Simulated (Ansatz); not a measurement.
Base system: AlN in the wurtzite structure (space group P6_3mc, No. 186; a = 3.114 Å, c = 4.983 Å). Axes: x lies along a and z along c of the hexagonal cell.

Structures relaxed with PBEsol in Ansatz (plane waves to 420 eV, PAW, spin-orbit coupling left out).

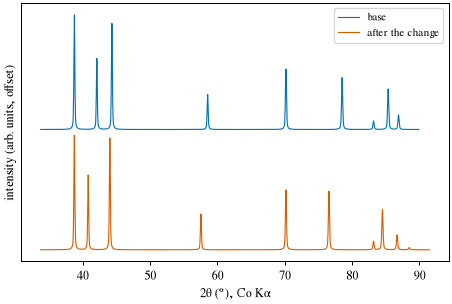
Fig. 1. Simulated powder patterns before (top) and after one change

What was done to the base?
A. uniaxial strain ε_zz = +1.20 %
B. uniaxial strain ε_zz = +3.00 %
C. uniaxial strain ε_zz = +0.60 %
D. uniaxial strain ε_zz = +1.80 %

B, uniaxial strain ε_zz = +3.00 %. Its volume per atom is 10.77 Å³ against 10.46 Å³, and its space group is P6_3mc (No. 186).

Stability against distortions was not tested.

Ansatz is a first-principles code.
